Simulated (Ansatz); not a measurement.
**SiCl2 (SMILES Cl[Si]Cl) at wB97X/STO-3G**

What is the energy change on altering one bond length of SiCl2 at wB97X/STO-3G? 

The results are computed with Ansatz 0.2.0.

39 further runs of the same task are left out: 5 that didn't finish, 34 set aside as unsound or not needed.

### 1 The structure to begin with

SiCl2: 3 atoms, total charge 0, spin state singlet. As SMILES, `Cl[Si]Cl`. The coordinates come from a PBE0-D4/def2-TZVP relaxation.

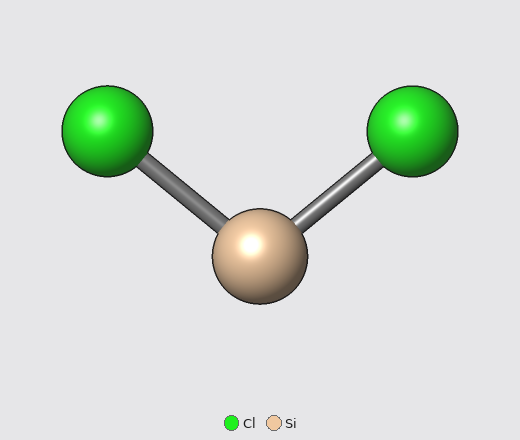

The structure, seen from a chosen angle (chlorine green, silicon light orange).

### 2 The energy at wB97X/STO-3G

The input, input.yaml:

```yaml
crystal:
  periodic: [false, false, false]
  atoms:
    - symbol: Cl
      position_ang: [0.293800, 1.603800, 0.338000]
    - symbol: Si
      position_ang: [-0.770100, -0.010400, -0.422000]
    - symbol: Cl
      position_ang: [0.476300, -1.593400, 0.084000]
basis:
  gaussian: {orbitals: STO-3G}
hamiltonian: {xc: {name: wB97X}}
accuracy: high
```

Started as:

```sh
ansatz run input.yaml --threads 1 --pin off --max-ram 2610MiB --events-out events.jsonl --progress --plain --runs-dir runs
```

Standard output:

```text
Warning: RAYON_NUM_THREADS=1 ignored (pool sized by the plan → 1); use --threads N
Functional definition: wB97X
  name "wB97X"
  parameter omega = 0.3/bohr
  parameter cx = 0.157706
  parameter cx1 = 0.726479
  parameter cx2 = 1.04760
  parameter cx3 = -5.70635
  parameter cx4 = 13.2794
  parameter css1 = -4.33879
  parameter css2 = 18.2308
  parameter css3 = -31.7430
  parameter css4 = 17.2901
  parameter cos1 = 2.37031
  parameter cos2 = -11.3995
  parameter cos3 = 6.58405
  parameter cos4 = -3.78132
  exchange = spin_sum(e_x_unif_sr(omega)*poly(b97_u_x, 1 - cx, cx1, cx2, cx3, cx4)) + cx*exact_x_sr(omega)
      + exact_x_lr(omega)
  correlation = spin_sum(e_c_pw_same_spin*poly(b97_u_same, 1, css1, css2, css3, css4))
      + integral(e_c_pw_opposite_spin*poly(b97_u_opposite, 1, cos1, cos2, cos3, cos4))
481 factors; integrals over basis functions are off by at most 1.5e-8 eV
156 factors; integrals over basis functions are off by at most 9.7e-10 eV
mean field evaluation 1: about -32558.2990 eV, gradient 2.0e1 eV
mean field evaluation 2: about -32560.3285 eV, gradient 9.0e0 eV
mean field evaluation 4: about -32560.6703 eV, gradient 6.6e-2 eV
mean field evaluation 8: about -32560.6683 eV, gradient 5.8e-4 eV
mean field evaluation 16: about -32560.6683 eV, gradient 4.6e-8 eV
mean field -32560.66832298 eV, -1196.5824904560 hartree, gradient 4.6e-8 eV, S^2 0.000000; 0 other end points of the search recorded, 0 dependent functions left out
reference -32560.66832166 eV, -1196.5824904072 hartree; 24, 24 occupied and 3, 3 virtual orbitals, 481 factors
Total energy: -32560.66832166 eV, -1196.5824904072 hartree
```

Run time: 5.1 s. Hardware: 1 thread of Arm Neoverse V1, shared host; peak memory 0.25 GiB.

### 3 The distorted shape at the same level

The input, molecule.yaml:

```yaml
crystal:
  periodic: [false, false, false]
  atoms:
    - {symbol: Cl, position_ang: [0.559770, 2.007342, 0.527996]}
    - {symbol: Si, position_ang: [-0.770100, -0.010400, -0.422000]}
    - {symbol: Cl, position_ang: [0.476300, -1.593400, 0.084000]}
basis:
  gaussian: {orbitals: STO-3G}
hamiltonian: {xc: {name: wB97X}}
accuracy: high
```

Started as:

```sh
ansatz run molecule.yaml --threads 1 --pin off --max-ram 2610MiB --events-out events.jsonl --progress --plain --runs-dir runs
```

Standard output, shortened:

```text
Warning: RAYON_NUM_THREADS=1 ignored (pool sized by the plan → 1); use --threads N
[... 2 set-up lines as earlier in the session ...]
[...]
      + exact_x_lr(omega)
[...]
      + integral(e_c_pw_opposite_spin*poly(b97_u_opposite, 1, cos1, cos2, cos3, cos4))
469 factors; integrals over basis functions are off by at most 1.5e-8 eV
158 factors; integrals over basis functions are off by at most 1.1e-9 eV
[...]
mean field -32559.33442903 eV, -1196.5334707574 hartree, gradient 1.6e-8 eV, S^2 0.000000; 0 other end points of the search recorded, 0 dependent functions left out
reference -32559.33442764 eV, -1196.5334707061 hartree; 24, 24 occupied and 3, 3 virtual orbitals, 469 factors
Total energy: -32559.33442764 eV, -1196.5334707061 hartree
```

Run time: 5.7 s. Hardware: 1 thread of Arm Neoverse V1, shared host; peak memory 0.25 GiB.

### 4 Outcome

At wB97X/STO-3G:

| quantity | value |
| --- | --- |
| first shape: total energy | -1196.58249 Eh |
| distorted shape: total energy | -1196.53347 Eh |
| energy change with the Cl1–Si2 bond stretched from 2.077 to 2.597 Å | 1.334 eV |

In words: With the Cl1–Si2 bond stretched from 2.077 to 2.597 Å the energy rises by 1.33 eV (31 kcal/mol). The first shape isn't relaxed at this level, so the change isn't measured from a minimum. The minimal basis adds a large error of its own.
